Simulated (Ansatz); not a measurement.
# ZrCl4 (zirconium tetrachloride): wB97M-V/def2-SVP (core potential)

Aim: the vertical singlet–triplet gap of ZrCl4 (zirconium tetrachloride) at wB97M-V/def2-SVP (core potential), from 2 runs. 

The calculation is run with Ansatz 0.2.0.

2 further runs of the same task are left out: 2 set aside as unsound or not needed.

## Step 1: Starting point

The species is ZrCl4 (5 atoms), meant as a singlet with charge 0. As SMILES, `Cl[Zr](Cl)(Cl)Cl`. Geometry: relaxed at PBE0-D4/def2-TZVP.

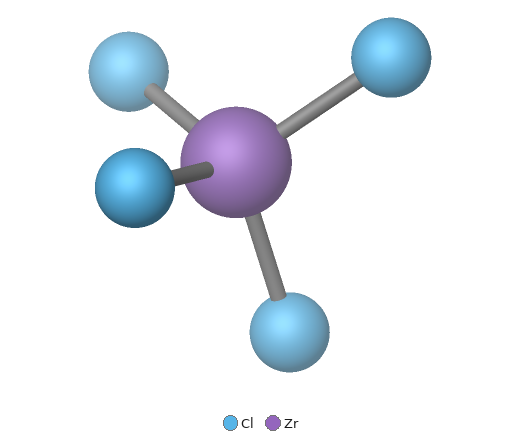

Viewed from a chosen angle; chlorine blue, zirconium purple.

## Step 2: The energy at wB97M-V/def2-SVP (core potential)

Input file in.yaml:

```yaml
crystal:
  periodic: [false, false, false]
  atoms:
    - {symbol: Cl, position_ang: [-0.109970, -0.230800, 2.301810]}
    - {symbol: Zr, position_ang: [0.000020, 0.000000, -0.000020]}
    - {symbol: Cl, position_ang: [1.545400, -1.499220, -0.853260]}
    - {symbol: Cl, position_ang: [-2.081750, -0.430080, -0.919260]}
    - {symbol: Cl, position_ang: [0.646280, 2.160110, -0.529270]}
basis:
  gaussian: {orbitals: def2-SVP}
magnetization: {spin_polarized: false, initial_magnetization: 0}
hamiltonian: {xc: {name: wB97M-V}}
accuracy: high
output: {orbitals: {seedname: orbitals}}
```

The run is started by

```bash
$ ansatz run in.yaml --threads 1 --pin off --max-ram 3480MiB --events-out events.jsonl --progress --plain --runs-dir runs
```

The program printed:

```text
Warning: RAYON_NUM_THREADS=1 ignored (pool sized by the plan → 1); use --threads N
Functional definition: wB97M-V
  name "wB97M-V"
  parameter omega = 0.3/bohr
  parameter cx = 0.15
  parameter cx01 = 1.007
  parameter cx10 = 0.259
  parameter css00 = 0.443
  parameter css04 = -1.437
  parameter css10 = -4.535
  parameter css20 = -3.390
  parameter css43 = 4.278
  parameter cos00 = 1.000
  parameter cos10 = 1.358
  parameter cos20 = 2.924
  parameter cos21 = -8.812
  parameter cos60 = -1.390
  parameter cos61 = 9.142
  parameter b = 6.0
  parameter c = 0.01
  gx(w, u) = 1 - cx + cx01*u + cx10*w
  gss(w, u) = css00 + css04*u^4 + css10*w + css20*w^2 + css43*w^4*u^3
  gos(w, u) = cos00 + cos10*w + (cos20 + cos21*u)*w^2 + (cos60 + cos61*u)*w^6
  exchange = spin_sum(e_x_unif_sr(omega)*gx(b97_w, b97_u_x)) + cx*exact_x_sr(omega) + exact_x_lr(omega)
  correlation = spin_sum(e_c_pw_mod_same_spin*gss(b97_w, b97_u_same))
      + integral(e_c_pw_mod_opposite_spin*gos(b97_w_opposite, b97_u_opposite)) + vv10(b, c)
2057 factors; integrals over basis functions are off by at most 7.0e-8 eV
447 factors; integrals over basis functions are off by at most 1.6e-9 eV
mean field evaluation 1: about -51357.0719 eV, gradient 2.8e1 eV
mean field evaluation 2: about -51354.9248 eV, gradient 4.5e1 eV
mean field evaluation 4: about -51359.8340 eV, gradient 7.4e-1 eV
mean field evaluation 8: about -51359.8999 eV, gradient 2.2e-2 eV
mean field evaluation 16: about -51359.9000 eV, gradient 2.2e-5 eV
mean field -51359.89995201 eV, -1887.4415102459 hartree, gradient 4.6e-8 eV, S^2 0.000000; 0 other end points of the search recorded, 0 dependent functions left out
reference -51359.89995944 eV, -1887.4415105188 hartree; 40, 40 occupied and 63, 63 virtual orbitals, 2057 factors
Total energy: -51359.89995944 eV, -1887.4415105188 hartree
```

Wall time 66 s (1 thread of Intel Xeon 6975P-C (Granite Rapids), shared host); peak memory 0.94 GiB.

## Step 3: The triplet, same level

Input file in.yaml:

```yaml
basis:
  gaussian: {orbitals: def2-SVP}
crystal:
  periodic: [false, false, false]
  atoms:
    - symbol: Cl
      position_ang: [-0.109970, -0.230800, 2.301810]
    - symbol: Zr
      position_ang: [0.000020, 0.000000, -0.000020]
    - symbol: Cl
      position_ang: [1.545400, -1.499220, -0.853260]
    - symbol: Cl
      position_ang: [-2.081750, -0.430080, -0.919260]
    - symbol: Cl
      position_ang: [0.646280, 2.160110, -0.529270]
magnetization: {spin_polarized: true, initial_magnetization: 2}
hamiltonian: {xc: {name: wB97M-V}}
accuracy: high
output: {orbitals: {seedname: orbitals}}
```

The run is started by

```bash
$ ansatz run in.yaml --threads 1 --pin off --max-ram 3480MiB --events-out events.jsonl --progress --plain --runs-dir runs
```

The program printed (excerpt; [...] marks lines left out):

```text
Warning: RAYON_NUM_THREADS=1 ignored (pool sized by the plan → 1); use --threads N
Functional definition: wB97M-V
  name "wB97M-V"
[...]
  gx(w, u) = 1 - cx + cx01*u + cx10*w
  gss(w, u) = css00 + css04*u^4 + css10*w + css20*w^2 + css43*w^4*u^3
  gos(w, u) = cos00 + cos10*w + (cos20 + cos21*u)*w^2 + (cos60 + cos61*u)*w^6
[...]
      + integral(e_c_pw_mod_opposite_spin*gos(b97_w_opposite, b97_u_opposite)) + vv10(b, c)
2057 factors; integrals over basis functions are off by at most 7.0e-8 eV
447 factors; integrals over basis functions are off by at most 1.6e-9 eV
[...]
mean field -51353.96065350 eV, -1887.2232450516 hartree, gradient 4.6e-8 eV, S^2 2.006105; 6 other end points of the search recorded, 0 dependent functions left out
reference -51353.96065688 eV, -1887.2232451755 hartree; 41, 39 occupied and 62, 64 virtual orbitals, 2057 factors
Total energy: -51353.96065688 eV, -1887.2232451755 hartree
```

Wall time 8.1 min (1 thread of Intel Xeon 6975P-C (Granite Rapids), shared host); peak memory 1.9 GiB.

## Step 4: Summary of results

At wB97M-V/def2-SVP (core potential):

| quantity | value |
| --- | --- |
| singlet: total energy | -1887.44151 Eh |
| singlet: HOMO energy | -11.87 eV |
| singlet: LUMO energy | -0.45 eV |
| singlet: HOMO–LUMO gap | 11.42 eV |
| triplet: total energy | -1887.22325 Eh |
| triplet: HOMO energy (highest over α and β) | -6.38 eV |
| triplet: ⟨S²⟩ | 2.006 |
| vertical energy of the triplet above the singlet | 5.939 eV |

What this shows: At this shape the triplet lies 5.94 eV (137 kcal/mol) above the singlet.
